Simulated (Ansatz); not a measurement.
# GeH+ (triplet): one geometry, many settings

What do other methods and options give for GeH+ (triplet) at this geometry, and how long do they take?

Program: Ansatz 0.2.0, Gaussian basis. Level of theory: the settings change from run to run. These are calculated values, not measurements.

22 further runs of the same task are left out: 2 for a mislabelled method, 9 that didn't finish, 11 set aside as unsound or not needed.

## (1) The geometry

The geometry is a PBE0/def2-TZVP stationary point (not a proven minimum) of the parent state, kept for this charge and spin. No spin-orbit coupling is included. The filled d shell of Ge may be among the frozen orbitals whatever the setting's name suggests; the logs give the count.

2 atoms, charge 1, spin multiplicity 3.

Atoms are counted from 1 here; the program's logs count them from 0.

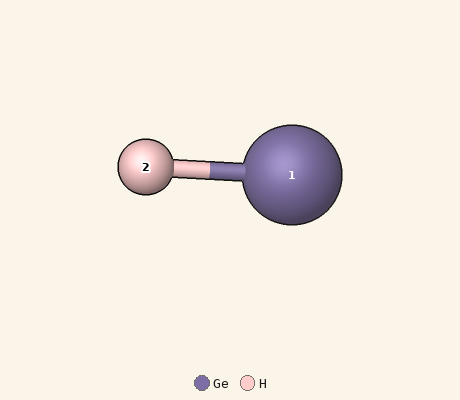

The geometry (germanium purple, hydrogen pink); atoms are numbered from 1 in the order of the file.

## (2) CISDT/cc-pVTZ-DK

The input, in.yaml:

```yaml
crystal:
  periodic: [false, false, false]
  atoms:
    - {symbol: Ge, position_ang: [0.000000, 0.000000, 0.000000]}
    - {symbol: H, position_ang: [0.000000, 0.000000, 1.571873]}
basis:
  gaussian: {orbitals: cc-pVTZ-DK}
total_charge: 1
magnetization: {spin_polarized: false, initial_magnetization: 2}
correlation: {active_space: {ras: {orbitals: [1, 2, 40], electrons: 4, max_holes: 3, max_particles: 3}, fixed_orbitals: true}}
output: {forces: true}
```

The run is started by

```
> ansatz run in.yaml --threads 1 --pin off --events-out ev --progress --plain --max-ram 2393MiB
```

Log:

```text
Functional definition: HF
  name "HF"
  cite "Fock, Z. Phys. 61, 126 (1930) doi:10.1007/BF01340294"
  parent pbe
  exchange = exact_x
  correlation = 0
358 factors; integrals over basis functions are off by at most 9.2e-4 eV
mean field evaluation 1: about -57070.0295 eV, gradient 6.9e0 eV
mean field evaluation 2: about -57070.0303 eV, gradient 6.9e0 eV
mean field evaluation 4: about -57070.3464 eV, gradient 7.3e-1 eV
mean field evaluation 8: about -57070.3676 eV, gradient 1.8e-2 eV
mean field evaluation 16: about -57070.3665 eV, gradient 3.6e-1 eV
mean field -57070.36760556 eV, -2097.2973258198 hartree, gradient 2.8e-6 eV, S^2 2.000000; 2 other end points of the search recorded, 0 dependent functions left out
reference -57070.36760556 eV, -2097.2973258198 hartree; 17, 15 occupied and 40, 42 virtual orbitals, 358 factors
state -57072.27294014 eV, -2097.3673455742 hartree
the calculation of the forces begins
Total energy: -57072.27294014 eV, -2097.3673455742 hartree
Relativity: scalar
Atom 0 at     0.000000     0.000000     0.000000 Å, force     0.000000     0.000000    -0.761044 eV/Å
Atom 1 at     0.000000     0.000000     1.571873 Å, force    -0.000000    -0.000000     0.761044 eV/Å
Dipole moment:     0.000000    -0.000000     0.126896 e Å
```

It took 2.2 s on 1 thread of Arm Neoverse V1, shared host.

From the report: 52,606 determinants.

## (3) CCSD(T) on ROHF/cc-pVTZ

The input, in.yaml:

```yaml
crystal:
  periodic: [false, false, false]
  atoms:
    - {symbol: Ge, position_ang: [0.000000, 0.000000, 0.000000]}
    - {symbol: H, position_ang: [0.000000, 0.000000, 1.571873]}
basis:
  gaussian: {orbitals: cc-pVTZ}
total_charge: 1
magnetization: {spin_polarized: false, initial_magnetization: 2}
correlation: {method: ccsd_t, electrons: outside_noble_gas, diis_vectors: 1}
accuracy: high
output: {forces: true}
```

The command is unchanged.

Log, shortened:

```text
Functional definition: HF
  name "HF"
  cite "Fock, Z. Phys. 61, 126 (1930) doi:10.1007/BF01340294"
  parent pbe
[...]
724 factors; integrals over basis functions are off by at most 4.2e-9 eV
[...]
mean field -56479.88233523 eV, -2075.5973923803 hartree, gradient 1.6e-8 eV, S^2 2.000000; 2 other end points of the search recorded, 0 dependent functions left out
[...]
14 core orbitals not correlated: weight in the atoms' cores, before any rotation towards them, 1.000 or more for the frozen orbitals, at most 0.000 for the correlated occupied ones
reference -56479.88233523 eV, -2075.5973923803 hartree; 3, 1 occupied and 40, 42 virtual orbitals, 724 factors
second order -1.33352309 eV of doubles, -0.07231641 eV of singles
cycle   1  -1.67171053 eV  change   -2.6e-1 eV  update   5.0e-2
[...]
cycle  30  -1.83169195 eV  change  -1.7e-10 eV  update  1.8e-10
perturbative correction -0.04575876 eV, -0.0016816033 hartree
[...]
Total energy: -56481.75978593 eV, -2075.6663874213 hartree
Atom 0 at     0.000000     0.000000     0.000000 Å, force     0.000000    -0.000000    -0.679925 eV/Å
Atom 1 at     0.000000     0.000000     1.571873 Å, force    -0.000000     0.000000     0.679925 eV/Å
Dipole moment:    -0.000000     0.000000     0.112097 e Å
```

It took 5.5 s on 1 thread of Arm Neoverse V1, shared host.

From the report: correlation -1.8775 eV; T1 0.039; largest double amplitude 0.09.

## (4) CISDT/cc-pVDZ

The input, in.yaml:

```yaml
crystal:
  periodic: [false, false, false]
  atoms:
    - {symbol: Ge, position_ang: [0.000000, 0.000000, 0.000000]}
    - {symbol: H, position_ang: [0.000000, 0.000000, 1.571873]}
basis:
  gaussian: {orbitals: cc-pVDZ}
total_charge: 1
magnetization: {spin_polarized: false, initial_magnetization: 2}
correlation: {active_space: {ras: {orbitals: [1, 2, 15], electrons: 4, max_holes: 3, max_particles: 3}, fixed_orbitals: true}}
scf: {lower_state_search: full}
```

Launched as before.

Log:

```text
Functional definition: HF
  name "HF"
  cite "Fock, Z. Phys. 61, 126 (1930) doi:10.1007/BF01340294"
  parent pbe
  exchange = exact_x
  correlation = 0
371 factors; integrals over basis functions are off by at most 1.2e-3 eV
mean field evaluation 1: about -56477.6358 eV, gradient 5.1e0 eV
mean field evaluation 2: about -56477.6374 eV, gradient 5.1e0 eV
mean field evaluation 4: about -56477.9192 eV, gradient 7.0e-1 eV
mean field evaluation 8: about -56477.9406 eV, gradient 2.7e-2 eV
mean field evaluation 16: about -56477.9406 eV, gradient 6.5e-2 eV
mean field evaluation 32: about -56477.8784 eV, gradient 1.7e0 eV
mean field evaluation 64: about -56477.9406 eV, gradient 1.4e-5 eV
mean field -56477.94059514 eV, -2075.5260347482 hartree, gradient 1.7e-6 eV, S^2 2.000000; 7 other end points of the search recorded, 0 dependent functions left out
reference -56477.94059514 eV, -2075.5260347482 hartree; 17, 15 occupied and 15, 17 virtual orbitals, 371 factors
state -56479.59177534 eV, -2075.5867145013 hartree
Total energy: -56479.59177534 eV, -2075.5867145013 hartree
```

Wall time 0.93 s (1 thread of Arm Neoverse V1, shared host).

From the report: 3,162 determinants.

## (5) BCCD(T) on ROHF/cc-pVTZ

The input, in.yaml:

```yaml
crystal:
  periodic: [false, false, false]
  atoms:
    - {symbol: Ge, position_ang: [0.000000, 0.000000, 0.000000]}
    - {symbol: H, position_ang: [0.000000, 0.000000, 1.571873]}
basis:
  gaussian: {orbitals: cc-pVTZ, point_charges: [{charge: -0.50, position_ang: [3.777, 0.088, -0.556]}]}
total_charge: 1
magnetization: {spin_polarized: false, initial_magnetization: 2}
correlation: {method: bccd_t, electrons: outside_noble_gas}
scf: {lower_state_search: off}
```

The command is unchanged.

Log, shortened:

```text
Functional definition: HF
  name "HF"
  cite "Fock, Z. Phys. 61, 126 (1930) doi:10.1007/BF01340294"
  parent pbe
[...]
358 factors; integrals over basis functions are off by at most 9.2e-4 eV
[...]
mean field -56481.85028742 eV, -2075.6697132896 hartree, gradient 2.1e-6 eV, S^2 2.000000; 0 other end points of the search recorded, 0 dependent functions left out
14 core orbitals not correlated: weight in the atoms' cores, before any rotation towards them, 1.000 or more for the frozen orbitals, at most 0.000 for the correlated occupied ones
reference -56481.85028742 eV, -2075.6697132896 hartree; 3, 1 occupied and 40, 42 virtual orbitals, 358 factors
second order -1.32583751 eV of doubles, -0.06970402 eV of singles
cycle   1  -1.67793624 eV  change   -2.8e-1 eV  update   5.0e-2
[...]
cycle  10  -1.82378582 eV  change   -1.6e-6 eV  update   2.7e-6
perturbative correction -0.04200453 eV, -0.0015436380 hartree
Total energy: -56483.71607777 eV, -2075.7382798202 hartree
Checks for a lower state left out: stability, starts, cluster_reference, orbital_swaps, neighbouring_geometries, increment
```

Run time: 0.75 s. Hardware: 1 thread of Arm Neoverse V1, shared host.

From the report: correlation -1.8658 eV; largest double amplitude 0.08.

## (6) CCSD(T) on ROHF/cc-pVTZ-DK

The input, in.yaml:

```yaml
crystal:
  periodic: [false, false, false]
  atoms:
    - {symbol: Ge, position_ang: [0.000000, 0.000000, 0.000000]}
    - {symbol: H, position_ang: [0.000000, 0.000000, 1.571873]}
basis:
  gaussian: {orbitals: cc-pVTZ-DK}
total_charge: 1
magnetization: {spin_polarized: false, initial_magnetization: 2}
correlation: {method: ccsd_t, electrons: outside_noble_gas}
output: {forces: true}
```

Same command.

Log, shortened:

```text
Functional definition: HF
  name "HF"
  cite "Fock, Z. Phys. 61, 126 (1930) doi:10.1007/BF01340294"
  parent pbe
[...]
358 factors; integrals over basis functions are off by at most 9.2e-4 eV
[...]
mean field -57070.36760556 eV, -2097.2973258198 hartree, gradient 2.8e-6 eV, S^2 2.000000; 2 other end points of the search recorded, 0 dependent functions left out
[...]
14 core orbitals not correlated: weight in the atoms' cores, before any rotation towards them, 1.000 or more for the frozen orbitals, at most 0.000 for the correlated occupied ones
reference -57070.36760556 eV, -2097.2973258198 hartree; 3, 1 occupied and 40, 42 virtual orbitals, 358 factors
second order -1.35469653 eV of doubles, -0.08547763 eV of singles
cycle   1  -1.70599542 eV  change   -2.6e-1 eV  update   4.8e-2
[...]
cycle  10  -1.85378873 eV  change   -1.3e-6 eV  update   1.3e-6
perturbative correction -0.04508307 eV, -0.0016567721 hartree
[...]
Total energy: -57072.26647736 eV, -2097.3671080712 hartree
Relativity: scalar
Atom 0 at     0.000000     0.000000     0.000000 Å, force     0.000000     0.000000    -0.751498 eV/Å
Atom 1 at     0.000000     0.000000     1.571873 Å, force     0.000000    -0.000000     0.751498 eV/Å
Dipole moment:     0.000000     0.000000     0.126664 e Å
```

Run time: 2.3 s. Hardware: 1 thread of Arm Neoverse V1, shared host.

From the report: correlation -1.8989 eV; T1 0.036; largest double amplitude 0.09.

## (7) The runs in one table

Where basis and cores are those of an earlier FCI/cc-pVTZ run (-56481.7717 eV), and the state is the same kind, the miss against it is given.

```csv
level,correlated,functions,energy (eV),from FCI (meV),time
CISDT/cc-pVTZ-DK,outside noble gas,57,-57072.2729,,2.2 s
CCSD(T) on ROHF/cc-pVTZ,outside noble gas,57,-56481.7598,11.9,5.5 s
CISDT/cc-pVDZ,outside noble gas,32,-56479.5918,,0.93 s
BCCD(T) on ROHF/cc-pVTZ (beside a point charge),outside noble gas,57,-56483.7161,,0.75 s
CCSD(T) on ROHF/cc-pVTZ-DK,outside noble gas,57,-57072.2665,,2.3 s
```

## (8) Summary of results

| quantity | value |
| --- | --- |
| runs | 5 |
| quickest | BCCD(T) on ROHF/cc-pVTZ (beside a point charge), 0.75 s |
| slowest | CCSD(T) on ROHF/cc-pVTZ, 5.5 s |

**Reading.** Total energies in different bases, with other cores or another treatment of relativity can't be set against each other. CCSD(T) on ROHF/cc-pVTZ took 7 times as long as BCCD(T) on ROHF/cc-pVTZ (beside a point charge); the jobs differ in more than the method.
